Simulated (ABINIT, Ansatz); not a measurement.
# AlBiS3 (Pm-3m): zone-centre phonons, part 3 of 5

Which modes does AlBiS3 (Pm-3m) have at the zone centre?

ABINIT 10.8.3; DFT LDA, scalar-relativistic, plane waves, HGH norm-conserving pseudopotentials.

So far. Step 3 (Ground state): The cell stands at -0.62 GPa: the relaxation ran with a smoothed and higher cutoff, and the difference is a stress of the finite basis. Step 4 (Zone-centre response): The acoustic modes at Γ come out as far as 3.3 cm⁻¹ from zero, where they should vanish, a small numerical error. The lowest optical mode is imaginary, 151i cm⁻¹, an instability at this level and on this k mesh. The relaxed cell has a = 4.569 Å (conventional setting).

The structure was built from a prototype and need not be the compound's stable phase.

## (5) Modes with the sum rule

anaddb reads the merged derivatives and imposes the acoustic sum rule.

The input, anaddb.abi:

```
ddb_filepath "gamma_DDB"
output_file "anaddb.abo"
outdata_prefix "anaddb"
asr 1
chneut 1
enunit 2
eivec 1
nph1l 1
qph1l 0.0 0.0 0.0 1.0
```

The input, mrgddb.in:

```
gamma_DDB
merged
2
dfpt_gammao_DDB
gso_DDB
```

On the command line:

```bash
mrgddb < mrgddb.in > mrgddb.log
OMP_NUM_THREADS=1 anaddb anaddb.abi > anaddb.log
```

anaddb.abo, the main output file:

```text
-outvars_anaddb: echo values of input variables ----------------------

 Miscellaneous information :
      enunit         2
       eivec         1
         asr         1
 First list of wavevector (reduced coord.) :
       nph1l         1
       qph1l
                     0.00000000E+00  0.00000000E+00  0.00000000E+00    1.000E+00

================================================================================

 read the DDB information and perform some checks

  ==== Info on the Cryst% object ====
 Real(R)+Recip(G) space primitive vectors, cartesian coordinates (Bohr,Bohr^-1):
 R(1)=  8.6342160  0.0000000  0.0000000  G(1)=  0.1158183  0.0000000  0.0000000
 R(2)=  0.0000000  8.6342160  0.0000000  G(2)=  0.0000000  0.1158183  0.0000000
 R(3)=  0.0000000  0.0000000  8.6342160  G(3)=  0.0000000  0.0000000  0.1158183
 Unit cell volume ucvol=  6.4367810E+02 bohr^3
 Angles (23,13,12)=  9.00000000E+01  9.00000000E+01  9.00000000E+01 degrees
 Time-reversal symmetry is present
 Reduced atomic positions [iatom, xred, symbol]:
    1)    0.0000000  0.0000000  0.0000000  Bi
    2)    0.5000000  0.5000000  0.5000000  Al
    3)    0.5000000  0.5000000  0.0000000   S
    4)    0.5000000  0.0000000  0.5000000   S
    5)    0.0000000  0.5000000  0.5000000   S

 DDB file with 3 blocks has been read.

================================================================================

 Treat the first list of vectors

  Phonon wavevector (reduced coordinates) :  0.00000  0.00000  0.00000
 Phonon energies in Hartree :
  -6.889042E-04 -6.889042E-04 -6.889042E-04 -6.803763E-04 -6.803763E-04
  -6.803763E-04  0.000000E+00  0.000000E+00  0.000000E+00  4.739269E-04
   4.739269E-04  4.739269E-04  2.080972E-03  2.080972E-03  2.080972E-03
 Phonon energies in meV     :
- -1.874604E+01 -1.874604E+01 -1.874604E+01 -1.851398E+01 -1.851398E+01
- -1.851398E+01  0.000000E+00  0.000000E+00  0.000000E+00  1.289621E+01
-  1.289621E+01  1.289621E+01  5.662612E+01  5.662612E+01  5.662612E+01
 Phonon frequencies in cm-1    :
- -1.511970E+02 -1.511970E+02 -1.511970E+02 -1.493253E+02 -1.493253E+02
- -1.493253E+02  0.000000E+00  0.000000E+00  0.000000E+00  1.040149E+02
-  1.040149E+02  1.040149E+02  4.567205E+02  4.567205E+02  4.567205E+02
 Phonon frequencies in Thz     :
- -4.532772E+00 -4.532772E+00 -4.532772E+00 -4.476661E+00 -4.476661E+00
- -4.476661E+00  0.000000E+00  0.000000E+00  0.000000E+00  3.118289E+00
-  3.118289E+00  3.118289E+00  1.369214E+01  1.369214E+01  1.369214E+01
 Phonon energies in Kelvin  :
- -2.175388E+02 -2.175388E+02 -2.175388E+02 -2.148458E+02 -2.148458E+02
- -2.148458E+02  0.000000E+00  0.000000E+00  0.000000E+00  1.496543E+02
-  1.496543E+02  1.496543E+02  6.571189E+02  6.571189E+02  6.571189E+02

 Eigendisplacements
 (will be given, for each mode : in cartesian coordinates
   for each atom the real part of the displacement vector,
   then the imaginary part of the displacement vector - absolute values smaller than 1.0d-7 are set to zero)
  Mode number    1   Energy   -6.889042E-04
 Attention : low frequency mode.
   (Could be unstable or acoustic mode)
-  1  0.00000000E+00  0.00000000E+00  0.00000000E+00
-     0.00000000E+00  0.00000000E+00  0.00000000E+00
-  2  0.00000000E+00  0.00000000E+00  0.00000000E+00
-     0.00000000E+00  0.00000000E+00  0.00000000E+00
-  3  0.00000000E+00  0.00000000E+00  0.00000000E+00
-     0.00000000E+00  0.00000000E+00  0.00000000E+00
-  4  0.00000000E+00  0.00000000E+00 -2.92470830E-03
-     0.00000000E+00  0.00000000E+00  0.00000000E+00
-  5  0.00000000E+00  0.00000000E+00  2.92470830E-03
-     0.00000000E+00  0.00000000E+00  0.00000000E+00
  Mode number    2   Energy   -6.889042E-04
 Attention : low frequency mode.
   (Could be unstable or acoustic mode)
-  1  0.00000000E+00  0.00000000E+00  0.00000000E+00
-     0.00000000E+00  0.00000000E+00  0.00000000E+00
-  2  0.00000000E+00  0.00000000E+00  0.00000000E+00
-     0.00000000E+00  0.00000000E+00  0.00000000E+00
-  3  0.00000000E+00  2.92470830E-03  0.00000000E+00
-     0.00000000E+00  0.00000000E+00  0.00000000E+00
-  4  0.00000000E+00  0.00000000E+00  0.00000000E+00
-     0.00000000E+00  0.00000000E+00  0.00000000E+00
-  5  0.00000000E+00 -2.92470830E-03  0.00000000E+00
-     0.00000000E+00  0.00000000E+00  0.00000000E+00
  Mode number    3   Energy   -6.889042E-04
 Attention : low frequency mode.
   (Could be unstable or acoustic mode)
-  1  0.00000000E+00  0.00000000E+00  0.00000000E+00
-     0.00000000E+00  0.00000000E+00  0.00000000E+00
-  2  0.00000000E+00  0.00000000E+00  0.00000000E+00
-     0.00000000E+00  0.00000000E+00  0.00000000E+00
-  3  2.92470830E-03  0.00000000E+00  0.00000000E+00
-     0.00000000E+00  0.00000000E+00  0.00000000E+00
-  4 -2.92470830E-03  0.00000000E+00  0.00000000E+00
-     0.00000000E+00  0.00000000E+00  0.00000000E+00
-  5  0.00000000E+00  0.00000000E+00  0.00000000E+00
-     0.00000000E+00  0.00000000E+00  0.00000000E+00
  Mode number    4   Energy   -6.803763E-04
 Attention : low frequency mode.
   (Could be unstable or acoustic mode)
-  1  0.00000000E+00  0.00000000E+00 -8.44176929E-04
-     0.00000000E+00  0.00000000E+00  0.00000000E+00
-  2  0.00000000E+00  0.00000000E+00 -4.00753107E-05
-     0.00000000E+00  0.00000000E+00  0.00000000E+00
-  3  0.00000000E+00  0.00000000E+00  6.20833450E-04
-     0.00000000E+00  0.00000000E+00  0.00000000E+00
-  4  0.00000000E+00  0.00000000E+00  2.45730265E-03
-     0.00000000E+00  0.00000000E+00  0.00000000E+00
-  5  0.00000000E+00  0.00000000E+00  2.45730265E-03
-     0.00000000E+00  0.00000000E+00  0.00000000E+00
  Mode number    5   Energy   -6.803763E-04
 Attention : low frequency mode.
   (Could be unstable or acoustic mode)
-  1  0.00000000E+00 -8.44176929E-04  0.00000000E+00
-     0.00000000E+00  0.00000000E+00  0.00000000E+00
-  2  0.00000000E+00 -4.00753107E-05  0.00000000E+00
-     0.00000000E+00  0.00000000E+00  0.00000000E+00
-  3  0.00000000E+00  2.45730264E-03  0.00000000E+00
-     0.00000000E+00  0.00000000E+00  0.00000000E+00
-  4  0.00000000E+00  6.20833450E-04  0.00000000E+00
-     0.00000000E+00  0.00000000E+00  0.00000000E+00
-  5  0.00000000E+00  2.45730264E-03  0.00000000E+00
-     0.00000000E+00  0.00000000E+00  0.00000000E+00
  Mode number    6   Energy   -6.803763E-04
 Attention : low frequency mode.
   (Could be unstable or acoustic mode)
-  1  8.44176929E-04  0.00000000E+00  0.00000000E+00
-     0.00000000E+00  0.00000000E+00  0.00000000E+00
-  2  4.00753107E-05  0.00000000E+00  0.00000000E+00
-     0.00000000E+00  0.00000000E+00  0.00000000E+00
-  3 -2.45730265E-03  0.00000000E+00  0.00000000E+00
-     0.00000000E+00  0.00000000E+00  0.00000000E+00
-  4 -2.45730265E-03  0.00000000E+00  0.00000000E+00
-     0.00000000E+00  0.00000000E+00  0.00000000E+00
-  5 -6.20833450E-04  0.00000000E+00  0.00000000E+00
-     0.00000000E+00  0.00000000E+00  0.00000000E+00
  Mode number    7   Energy    0.000000E+00
 Attention : low frequency mode.
   (Could be unstable or acoustic mode)
-  1  0.00000000E+00  0.00000000E+00 -1.28513643E-03
-     0.00000000E+00  0.00000000E+00  0.00000000E+00
-  2  0.00000000E+00  0.00000000E+00 -1.28510087E-03
-     0.00000000E+00  0.00000000E+00  0.00000000E+00
-  3  0.00000000E+00  0.00000000E+00 -1.28509508E-03
-     0.00000000E+00  0.00000000E+00  0.00000000E+00
-  4  0.00000000E+00  0.00000000E+00 -1.28512773E-03
-     0.00000000E+00  0.00000000E+00  0.00000000E+00
-  5  0.00000000E+00  0.00000000E+00 -1.28512773E-03
-     0.00000000E+00  0.00000000E+00  0.00000000E+00
  Mode number    8   Energy    0.000000E+00
 Attention : low frequency mode.
   (Could be unstable or acoustic mode)
-  1  0.00000000E+00  1.28513643E-03  0.00000000E+00
-     0.00000000E+00  0.00000000E+00  0.00000000E+00
-  2  0.00000000E+00  1.28510087E-03  0.00000000E+00
-     0.00000000E+00  0.00000000E+00  0.00000000E+00
-  3  0.00000000E+00  1.28512773E-03  0.00000000E+00
-     0.00000000E+00  0.00000000E+00  0.00000000E+00
-  4  0.00000000E+00  1.28509507E-03  0.00000000E+00
-     0.00000000E+00  0.00000000E+00  0.00000000E+00
-  5  0.00000000E+00  1.28512773E-03  0.00000000E+00
-     0.00000000E+00  0.00000000E+00  0.00000000E+00
  Mode number    9   Energy    0.000000E+00
 Attention : low frequency mode.
   (Could be unstable or acoustic mode)
-  1  1.28513643E-03  0.00000000E+00  0.00000000E+00
-     0.00000000E+00  0.00000000E+00  0.00000000E+00
-  2  1.28510087E-03  0.00000000E+00  0.00000000E+00
-     0.00000000E+00  0.00000000E+00  0.00000000E+00
-  3  1.28512773E-03  0.00000000E+00  0.00000000E+00
-     0.00000000E+00  0.00000000E+00  0.00000000E+00
-  4  1.28512773E-03  0.00000000E+00  0.00000000E+00
-     0.00000000E+00  0.00000000E+00  0.00000000E+00
-  5  1.28509507E-03  0.00000000E+00  0.00000000E+00
-     0.00000000E+00  0.00000000E+00  0.00000000E+00
  Mode number   10   Energy    4.739269E-04
-  1  0.00000000E+00  0.00000000E+00  5.10629352E-04
-     0.00000000E+00  0.00000000E+00  0.00000000E+00
-  2  0.00000000E+00  0.00000000E+00 -3.34786824E-03
-     0.00000000E+00  0.00000000E+00  0.00000000E+00
-  3  0.00000000E+00  0.00000000E+00 -2.15198984E-03
-     0.00000000E+00  0.00000000E+00  0.00000000E+00
-  4  0.00000000E+00  0.00000000E+00  8.20502543E-04
-     0.00000000E+00  0.00000000E+00  0.00000000E+00
-  5  0.00000000E+00  0.00000000E+00  8.20502543E-04
-     0.00000000E+00  0.00000000E+00  0.00000000E+00
  Mode number   11   Energy    4.739269E-04
-  1  0.00000000E+00  5.10629352E-04  0.00000000E+00
-     0.00000000E+00  0.00000000E+00  0.00000000E+00
-  2  0.00000000E+00 -3.34786823E-03  0.00000000E+00
-     0.00000000E+00  0.00000000E+00  0.00000000E+00
-  3  0.00000000E+00  8.20502543E-04  0.00000000E+00
-     0.00000000E+00  0.00000000E+00  0.00000000E+00
-  4  0.00000000E+00 -2.15198984E-03  0.00000000E+00
-     0.00000000E+00  0.00000000E+00  0.00000000E+00
-  5  0.00000000E+00  8.20502543E-04  0.00000000E+00
-     0.00000000E+00  0.00000000E+00  0.00000000E+00
  Mode number   12   Energy    4.739269E-04
-  1  5.10629352E-04  0.00000000E+00  0.00000000E+00
-     0.00000000E+00  0.00000000E+00  0.00000000E+00
-  2 -3.34786823E-03  0.00000000E+00  0.00000000E+00
-     0.00000000E+00  0.00000000E+00  0.00000000E+00
-  3  8.20502543E-04  0.00000000E+00  0.00000000E+00
-     0.00000000E+00  0.00000000E+00  0.00000000E+00
-  4  8.20502543E-04  0.00000000E+00  0.00000000E+00
-     0.00000000E+00  0.00000000E+00  0.00000000E+00
-  5 -2.15198984E-03  0.00000000E+00  0.00000000E+00
-     0.00000000E+00  0.00000000E+00  0.00000000E+00
  Mode number   13   Energy    2.080972E-03
-  1  0.00000000E+00  0.00000000E+00  8.83916706E-06
-     0.00000000E+00  0.00000000E+00  0.00000000E+00
-  2  0.00000000E+00  0.00000000E+00  2.73319666E-03
-     0.00000000E+00  0.00000000E+00  0.00000000E+00
-  3  0.00000000E+00  0.00000000E+00 -3.23107930E-03
-     0.00000000E+00  0.00000000E+00  0.00000000E+00
-  4  0.00000000E+00  0.00000000E+00  4.36811891E-04
-     0.00000000E+00  0.00000000E+00  0.00000000E+00
-  5  0.00000000E+00  0.00000000E+00  4.36811891E-04
-     0.00000000E+00  0.00000000E+00  0.00000000E+00
  Mode number   14   Energy    2.080972E-03
-  1  0.00000000E+00  8.83916706E-06  0.00000000E+00
-     0.00000000E+00  0.00000000E+00  0.00000000E+00
-  2  0.00000000E+00  2.73319666E-03  0.00000000E+00
-     0.00000000E+00  0.00000000E+00  0.00000000E+00
-  3  0.00000000E+00  4.36811891E-04  0.00000000E+00
-     0.00000000E+00  0.00000000E+00  0.00000000E+00
-  4  0.00000000E+00 -3.23107930E-03  0.00000000E+00
-     0.00000000E+00  0.00000000E+00  0.00000000E+00
-  5  0.00000000E+00  4.36811891E-04  0.00000000E+00
-     0.00000000E+00  0.00000000E+00  0.00000000E+00
  Mode number   15   Energy    2.080972E-03
-  1  8.83916706E-06  0.00000000E+00  0.00000000E+00
-     0.00000000E+00  0.00000000E+00  0.00000000E+00
-  2  2.73319666E-03  0.00000000E+00  0.00000000E+00
-     0.00000000E+00  0.00000000E+00  0.00000000E+00
-  3  4.36811891E-04  0.00000000E+00  0.00000000E+00
-     0.00000000E+00  0.00000000E+00  0.00000000E+00
-  4  4.36811891E-04  0.00000000E+00  0.00000000E+00
-     0.00000000E+00  0.00000000E+00  0.00000000E+00
-  5 -3.23107930E-03  0.00000000E+00  0.00000000E+00
-     0.00000000E+00  0.00000000E+00  0.00000000E+00

 Analysis of degeneracies and characters (maximum tolerance=1.00E-06 a.u.)
 For each vibration mode, or group of modes if degenerate,
 the characters are given for each symmetry operation (see the list in the log file).
 Symmetry characters of vibration mode #   1
       degenerate with vibration modes #   2 to    3
  3.0 -3.0 -1.0  1.0 -1.0  1.0 -1.0  1.0 -1.0  1.0  1.0 -1.0 -1.0  1.0  1.0 -1.0
 -0.0  0.0 -0.0  0.0  0.0 -0.0  0.0 -0.0 -1.0  1.0  1.0 -1.0  1.0 -1.0 -1.0  1.0
 -0.0  0.0  0.0 -0.0  0.0 -0.0 -0.0  0.0 -1.0  1.0 -1.0  1.0  1.0 -1.0  1.0 -1.0
 Symmetry characters of vibration mode #   4
       degenerate with vibration modes #   5 to    6
  3.0 -3.0 -1.0  1.0 -1.0  1.0 -1.0  1.0  1.0 -1.0 -1.0  1.0  1.0 -1.0 -1.0  1.0
  0.0 -0.0  0.0 -0.0 -0.0  0.0 -0.0  0.0  1.0 -1.0 -1.0  1.0 -1.0  1.0  1.0 -1.0
  0.0 -0.0 -0.0  0.0 -0.0  0.0  0.0 -0.0  1.0 -1.0  1.0 -1.0 -1.0  1.0 -1.0  1.0
 Symmetry characters of vibration mode #   7
       degenerate with vibration modes #   8 to    9
  3.0 -3.0 -1.0  1.0 -1.0  1.0 -1.0  1.0  1.0 -1.0 -1.0  1.0  1.0 -1.0 -1.0  1.0
  0.0 -0.0 -0.0  0.0 -0.0  0.0 -0.0  0.0  1.0 -1.0 -1.0  1.0 -1.0  1.0  1.0 -1.0
  0.0 -0.0 -0.0  0.0 -0.0  0.0 -0.0  0.0  1.0 -1.0  1.0 -1.0 -1.0  1.0 -1.0  1.0
 Symmetry characters of vibration mode #  10
       degenerate with vibration modes #  11 to   12
  3.0 -3.0 -1.0  1.0 -1.0  1.0 -1.0  1.0  1.0 -1.0 -1.0  1.0  1.0 -1.0 -1.0  1.0
  0.0 -0.0  0.0 -0.0 -0.0  0.0 -0.0  0.0  1.0 -1.0 -1.0  1.0 -1.0  1.0  1.0 -1.0
  0.0 -0.0 -0.0  0.0 -0.0  0.0  0.0 -0.0  1.0 -1.0  1.0 -1.0 -1.0  1.0 -1.0  1.0
 Symmetry characters of vibration mode #  13
       degenerate with vibration modes #  14 to   15
  3.0 -3.0 -1.0  1.0 -1.0  1.0 -1.0  1.0  1.0 -1.0 -1.0  1.0  1.0 -1.0 -1.0  1.0
 -0.0  0.0 -0.0  0.0  0.0 -0.0  0.0 -0.0  1.0 -1.0 -1.0  1.0 -1.0  1.0  1.0 -1.0
 -0.0  0.0  0.0 -0.0  0.0 -0.0 -0.0  0.0  1.0 -1.0  1.0 -1.0 -1.0  1.0 -1.0  1.0
-
```

The job ended after 0.7 s (1 thread of Intel Xeon at 2.70GHz, shared host).

Numbers from this step:

```
lowest optical zone-centre mode : -151.2 cm⁻¹
```

No LO-TO term; unit eigenvectors of the mass-weighted matrix, from anaddb's displacements. The modes at Γ (shares of kinetic energy by element, %) (negative means imaginary):

| mode | frequency (cm⁻¹) | symmetry | Bi % | Al % | S % |
| --- | --- | --- | --- | --- | --- |
| 1 | -151.2 | T2u | 0 | 0 | 100 |
| 2 | -151.2 | T2u | 0 | 0 | 100 |
| 3 | -151.2 | T2u | 0 | 0 | 100 |
| 4 | -149.3 | T1u | 27 | 0 | 73 |
| 5 | -149.3 | T1u | 27 | 0 | 73 |
| 6 | -149.3 | T1u | 27 | 0 | 73 |
| 7 | 0.0 | acoustic | 63 | 8 | 29 |
| 8 | 0.0 | acoustic | 63 | 8 | 29 |
| 9 | 0.0 | acoustic | 63 | 8 | 29 |
| 10 | 104.0 | T1u | 10 | 55 | 35 |
| 11 | 104.0 | T1u | 10 | 55 | 35 |
| 12 | 104.0 | T1u | 10 | 55 | 35 |
| 13 | 456.7 | T1u | 0 | 37 | 63 |
| 14 | 456.7 | T1u | 0 | 37 | 63 |
| 15 | 456.7 | T1u | 0 | 37 | 63 |

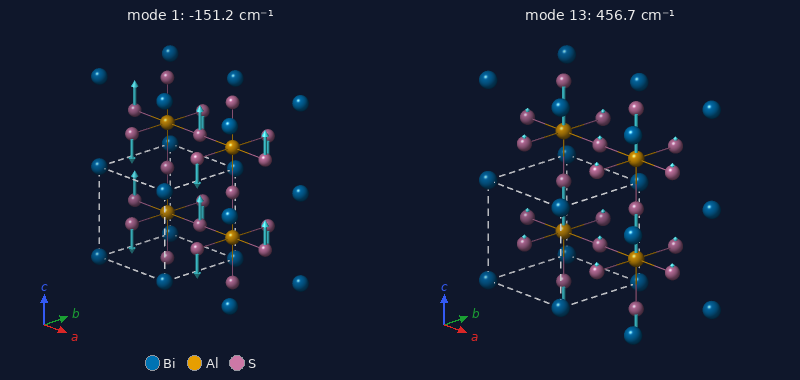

Displacement patterns of modes 1 and 13 at Γ; arrows are exaggerated. 2×1×2 cells are drawn. Some periodic images of atoms are drawn too.

The rule moves no optical mode by more than 0.2 cm⁻¹.

(Continued in part 4 of 5.)

[Host names and launcher messages were left out of these logs when they were recorded.]

[Logs are printed without paths, hosts, clocks, repeated set-up lines and the standing remarks that a program may print on its own settings, such as how far it seeks lower states.]

[Hosts, paths, dates, database ids (printed as entryN), source tags and the programs' standing remarks are cut or masked in the printed files.]
